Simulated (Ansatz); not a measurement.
## Electronic structure of AlF$_{2}$H$_{4}$N in real space

Input file:

```
crystal:
  periodic: [false, false, false]
  atoms:
    - { symbol: Al, position_ang: [-0.581678, -1.321524, 0.269358] }
    - { symbol: "N", position_ang: [0.568649, 1.626602, -0.270833] }
    - { symbol: F, position_ang: [-0.636908, -2.036548, -1.239969] }
    - { symbol: F, position_ang: [0.448383, -1.983939, 1.405934] }
    - { symbol: H, position_ang: [-0.321298, 1.283588, 0.10646] }
    - { symbol: H, position_ang: [-1.512733, -0.145252, 0.62767] }
    - { symbol: H, position_ang: [0.69761, 1.270947, -1.220335] }
    - { symbol: H, position_ang: [1.337975, 1.306226, 0.321815] }
magnetization:
  spin_polarized: true
basis:
  gaussian: { orbitals: "6-31G*" }
hamiltonian:
  xc: revpbe
relax:
  f_tol: 0.03
  max_steps: 50
output:
  orbitals: {}
```

Run with:

```sh
ansatz run input.yaml --threads 2 --pin off --max-ram 3072MiB --backend cpu --events-out ev --progress --plain --runs-dir out
```

The fields are those of the run's last geometry, not of the input's.

These are results of UKS revPBE/6-31G* in Ansatz, not measurements.

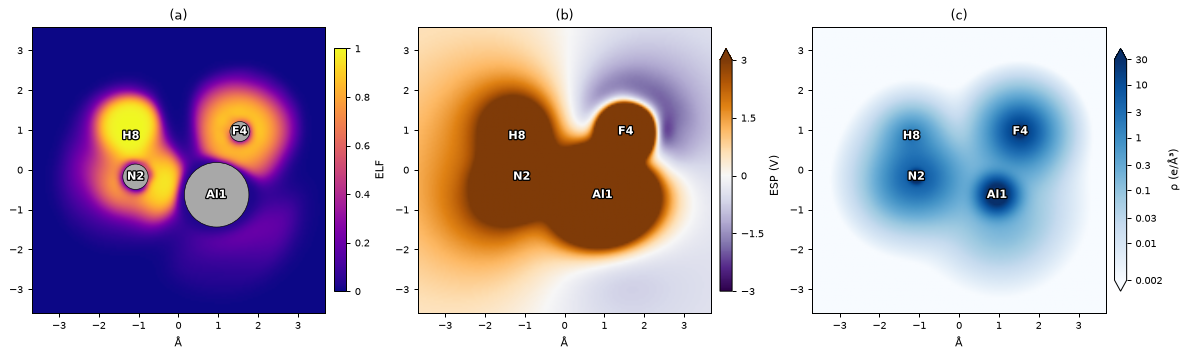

Figure 1. (a) electron localisation function; (b) molecular electrostatic potential; (c) total electron density on the plane of atoms Al1, N2 and H8. Grey discs cover the atomic cores in the ELF map.

Read the bonding off the picture.

The section cuts through Al, N, F and H sites. Al–F (1.69 Å): the density is about 0.77 e/Å³ at the midpoint; the ELF peaks at about 0.85 in the valence shell of F, 0.5 Å from its nucleus, and is about 0.30 at the midpoint. Al–N (2.09 Å): ρ at the midpoint is about 0.44 e/Å³; the ELF peaks at about 0.95 in the valence shell of N, 0.8 Å from its nucleus, and is about 0.75 at the midpoint. N–H (1.03 Å): ρ at the midpoint is about 2.8 e/Å³; the ELF climbs to about 1 towards the hydrogen, as it does in any bond to H (a covalent bond by its length). The ELF also peaks beside F4, away from the bonds: lone-pair regions. Outside the dense part of the molecule the potential is most negative (−2.2 V) near F4.

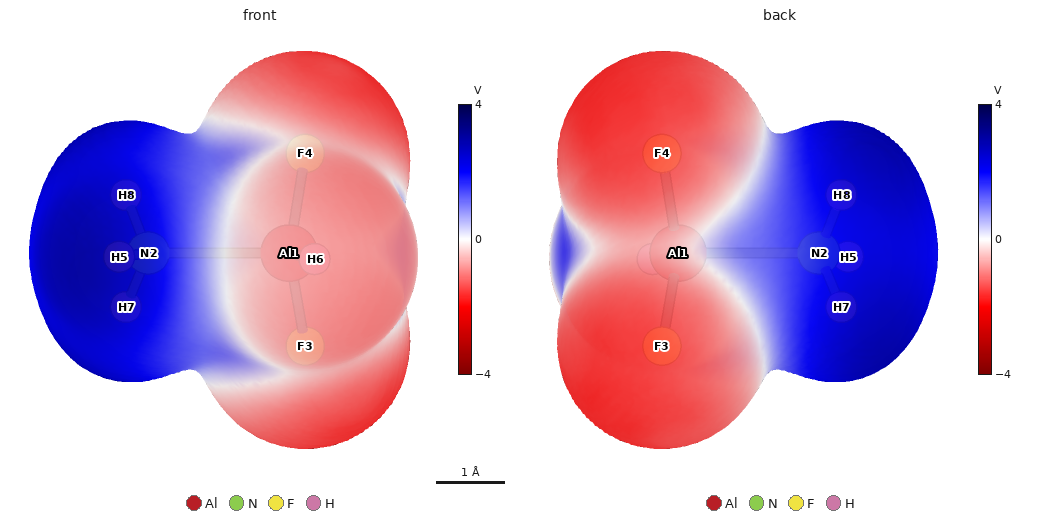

Figure 2. The molecular electrostatic potential painted on the density surface at 0.002 e/bohr³, seen from the front and from behind; red is negative and blue positive.

Which sites attract a positive test charge, and which a negative one?

A positive charge is drawn to the negative regions and a negative charge to the positive ones. The most negative region (about −1.7 V) lies over F3 and F4, the most positive (about +3.0 V) over H5.

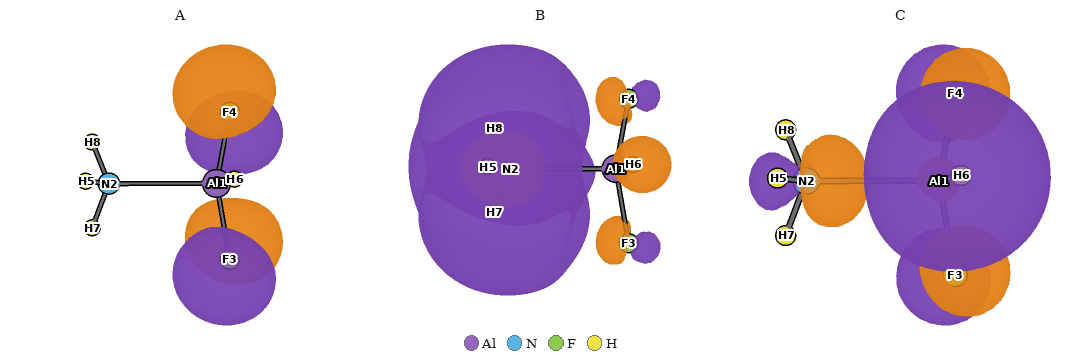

Figure 3. Three frontier orbitals at ±0.08 Å⁻³ᐟ² (orange and purple are the two phases), in no order.

Order the three orbitals by energy and name them.

A is the HOMO−1 (−7.48 eV). Its weight (Hirshfeld) is mainly on F3 (about 45 %) and F4 (about 45 %); largely a combination of lone pairs on F3 and F4. C is the HOMO (−6.71 eV). It lies mainly on H6 (about 45 %), Al1 (about 25 %), F3 (about 15 %) and F4 (about 15 %). B is the LUMO (−0.40 eV). It lies mainly on N2 (about 25 %), H5 (about 20 %), H7 (about 15 %) and H8 (about 15 %).

What is the HOMO–LUMO gap?

6.31 eV between the orbital energies.
